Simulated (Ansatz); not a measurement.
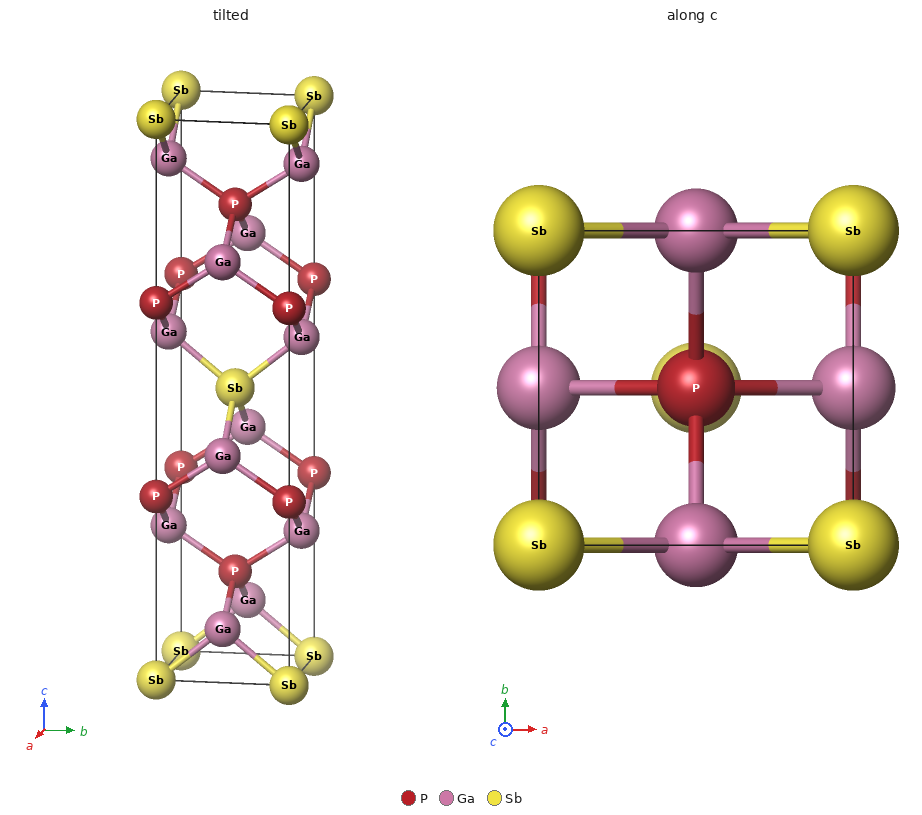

This ball-and-stick model is shown slightly off an axis and along the c axis. Lines trace the edges of the conventional unit cell.

Ga3SbP2, space group I-4m2 (No. 119), a = 4.013 Å, b = 4.013 Å, c = 17.049 Å, α = 90.00°, β = 90.00°, γ = 90.00°. Starting structure: a structure type filled with these elements by a generator (whether the compound takes this form wasn't checked). Earlier steps of the study may have refined or changed the cell and positions. It went into a calculation with Ansatz.

This one geometry was computed with Ansatz (DFT, plane waves, PAW) at five levels of theory: r2SCAN, PBE with spin-orbit coupling, HSE06, PBE0 and PBE. It was relaxed beforehand with r2SCAN.

Which level gives the highest pressure at this volume, and what does that say about its equilibrium volume?

Answer. Highest: PBE with spin-orbit coupling (2.2 GPa) and PBE (2.2 GPa), which points to the largest equilibrium volume. Lowest, with the smallest volume: r2SCAN (0.0 GPa), HSE06 (0.4 GPa) and PBE0 (0.2 GPa). Levels within 0.5 GPa of each other can't be told apart.

How does the band gap change with the level of theory?

Answer. PBE with spin-orbit coupling: a gap of 0.34 eV, direct; PBE: a gap of 0.49 eV, direct; r2SCAN: a gap of 0.83 eV, direct; HSE06: a gap of 1.21 eV, direct; PBE0: a gap of 1.82 eV, direct.

Collect the results in a table.

Answer.
| level | cutoff (eV) | k-mesh of the run's cell | gap (eV) | pressure (GPa) |
| --- | --- | --- | --- | --- |
| r2SCAN | 500 | 10×10×10 | 0.83 | 0.0 |
| PBE with spin-orbit coupling | 420 | 10×10×10 | 0.34 | 2.2 |
| HSE06 | 420 | 6×6×6 | 1.21 | 0.4 |
| PBE0 | 420 | 6×6×6 | 1.82 | 0.2 |
| PBE | 420 | 10×10×10 | 0.49 | 2.2 |

Gaps are taken on the k-mesh or band path of each run.
